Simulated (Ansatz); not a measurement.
# A vacancy of Ta at several sites of random rock-salt (Ti, Nb, Ta, Hf)C solid solution (64 atoms): runs compared

At which site of random rock-salt (Ti, Nb, Ta, Hf)C solid solution (64 atoms) does a vacancy of Ta cost least, and what about the site decides it?

Computed with Ansatz 0.2.0: Kohn-Sham DFT, PBE, PAW (set soft_1), plane waves.

## (1) The cell as built

The cell holds 64 atoms: 11 Nb, 32 C, 3 Ti, 9 Hf and 9 Ta. Its edges and angles: a = 8.990 Å, b = 8.990 Å, c = 8.990 Å, α = 90.0°, β = 90.0°, γ = 90.0°. It derives from TiC and HfC, TaC and NbC. Rock-salt lattice (a = 4.495 Å, the mean of the end members), 2 x 2 x 2 cells, metal sites filled at random with 3 Ti, 11 Nb, 9 Ta, 9 Hf; every coordinate displaced by a Gaussian of 0.05 Å.

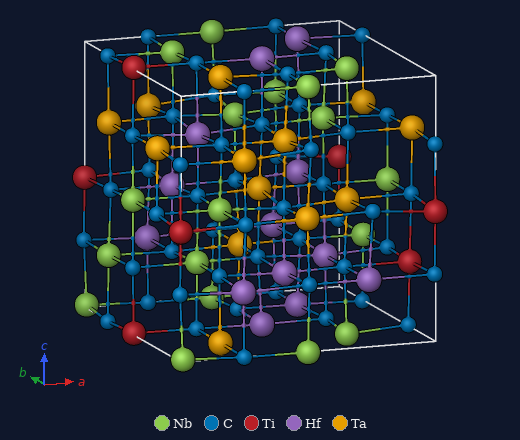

The cell as built. Some periodic images of atoms are drawn too.

Limits known from the start: The levels lack spin–orbit coupling, which is large for the heavy elements here.

## (2) The reference run

The reference is a single point at the end of the relaxation.

Every defect cell starts from the geometry of this run and is relaxed in the fixed cell.

Its input, with most atom lines left out:

```yaml
crystal:
  lattice:
    - [8.99, 0.0, 0.0]
    - [0.0, 8.99, 0.0]
    - [0.0, 0.0, 8.99]
  atoms:
    - { symbol: Nb, position: [0.99613, 0.01006, 0.99435] }
    - { symbol: C, position: [0.24772, 0.99962, 0.99587] }
    - { symbol: Ti, position: [0.00056, 0.25006, 0.25162] }
    - { symbol: C, position: [0.24607, 0.25054, 0.24842] }
    - { symbol: Hf, position: [0.24735, 0.00187, 0.24867] }
    - { symbol: C, position: [0.99979, 0.00029, 0.2502] }
    - { symbol: Ta, position: [0.23889, 0.25268, 0.00513] }
    [... atom lines 8 to 64 left out ...]
kpoints:
  mp_grid: { grid: [2, 2, 2] }
hamiltonian:
  xc: pbe
  pseudopotentials: { kind: paw, azcp: { folder: soft_1 } }
scf:
  occupations: { method: fermi_dirac, width: 0.05 }
output:
  forces: true
  stress: true
  populations: true
  dos:
    method: { smearing: { sigma: 0.1 } }
    de: 0.1
    projected: { site_lists: { C: [C], Hf: [Hf], Nb: [Nb], Ta: [Ta], Ti: [Ti] } }
  eigenvalues: true
  write_density: true
  write_potential: true
  volumetric_format: npy
```

| Item | Value |
| --- | --- |
| free energy per atom | -4633.5455 eV/atom |
| r.m.s. force component | 0.00916 eV/Å |
| pressure | 4.872 GPa |

40 levels are partly filled, by over 2 % (on the run's k-points): at this level the cell shows no clear gap.

## (3) The runs

Each row is one run, on 16 threads of Arm Neoverse V2, shared host. The free energy is the program's total, comparable only between runs with the same functional, potentials and atoms.

```tsv
run	atoms	outcome	ionic steps, all passes	free energy (eV)	time	host memory (GiB)
Single point at the start	64	converged	-	-296542.535	27 s	9.7
Relaxation	64	converged	11	-296546.913	2.8 min	10
Single point at the relaxed geometry	64	converged	-	-296546.913	50 s	9.7
Vacancy of Ta, site Ta13	63	converged	9	-286608.987	3.5 min	9.9
Vacancy of Ta, site Ta11	63	converged	8	-286609.275	2.8 min	9.9
Vacancy of Ta, site Ta51	63	converged	8	-286608.243	3 min	9.9
Vacancy of Ta, site Ta7	63	converged	7	-286608.695	2.8 min	9.9
```

The surroundings of site Ta11, the cheapest one, after relaxation: 10 atoms, nearest first, with positions taken from that point. Atoms keep their numbers of the cell before the removal, where the removed atom was number 11.

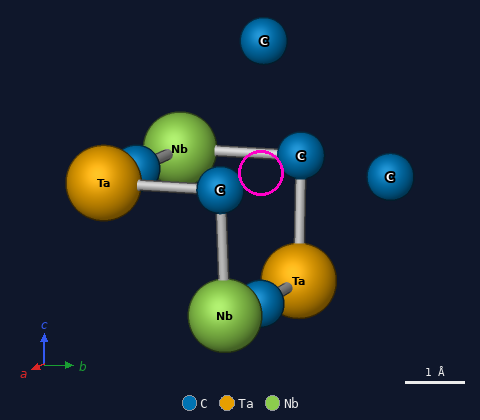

The atoms of the table, within 3.1 Å (arrows a, b, c point along x, y, z); some may hide others. A ring marks the centre wherever it is empty.

```tsv
atom	x	y	z	distance (Å)	bonds
C14	0.01	-2.26	-0.01	2.26	5
C44	-2.26	0.01	0.00	2.26	5
C16	-0.02	-0.02	-2.27	2.27	5
C12	2.29	-0.03	0.02	2.29	5
C8	0.00	0.04	2.31	2.31	5
C30	-0.04	2.32	0.03	2.32	5
Ta13	2.11	-2.19	0.03	3.04	6
Nb15	2.11	0.00	-2.19	3.04	6
Ta47	-2.15	0.00	-2.17	3.05	6
Nb45	-2.18	-2.15	0.04	3.07	6
```

The column of bonds counts only the pairs C-Nb within 2.81 Å, C-Hf within 2.94 Å, C-Ta within 2.88 Å, C-Ti within 2.76 Å; other neighbours, such as metal atoms beside each other in a compound, aren't counted, and periodic images can show an atom twice.

## (4) The sites compared

All these cells hold the same atoms, so their energies can be compared with no chemical potential.

```tsv
site	neighbours	mean distance (Å)	atoms within 6 Å	energy over the best site (eV)	before relaxation (eV)	gain on relaxing (eV)
Ta11	C6	2.25	80	0.00	0.00	0.53
Ta13	C6	2.22	80	0.29	0.70	0.94
Ta7	C6	2.24	80	0.58	0.77	0.72
Ta51	C6	2.23	80	1.03	1.70	1.20
```

Neighbours are those of the relaxed host within 2.88 Å (C-Ta); other pairs aren't counted.

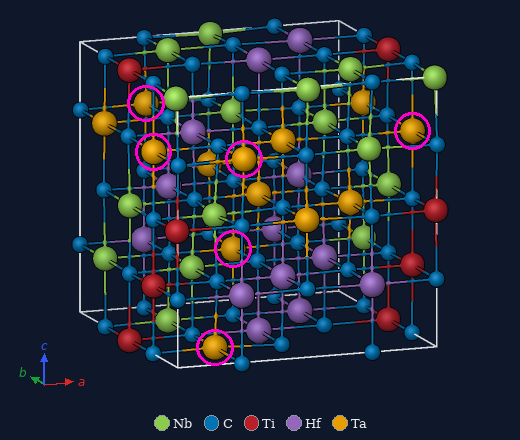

The relaxed cell with the tried sites ringed. Some periodic images of atoms are drawn too.

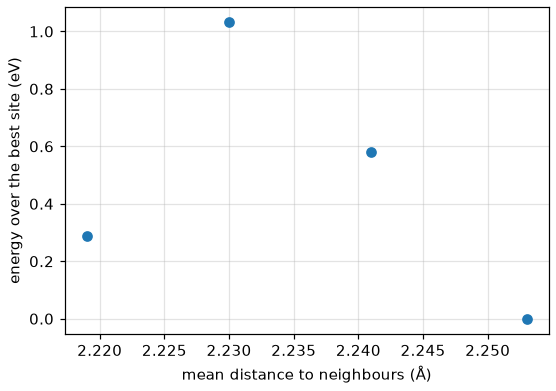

Site energy against the site's surroundings.

## (5) Findings

The cheapest site is Ta11 (6 neighbours, C6); the dearest, Ta51 (6 neighbours, C6), costs 1.0 eV more. Over 4 sites the energy shows no clear trend with the mean distance to neighbours. Sites with the same first shell differ by up to 1.03 eV, from their geometry, farther neighbours or both. Relaxation gains 0.53 to 1.2 eV and leaves the best site the same.

Caveats: Defects are neutral and interact with their images. Only 4 of the 9 Ta sites were tried, so a cheaper one may exist. The change leaves an odd electron count, and these runs have no spin polarisation. The host structure and its lattice constant were typed by rule, without a check against the phase diagram. The pressure of 4.9 GPa means that a free cell would grow at this level.

The DFT runs together took 16 min of wall time.

[Logs are printed without paths, hosts, clocks, repeated set-up lines and the standing remarks that a program may print on its own settings, such as how far it seeks lower states.]

[Hosts, paths, dates, database ids (printed as entryN), source tags and the programs' standing remarks are cut or masked in the printed files.]
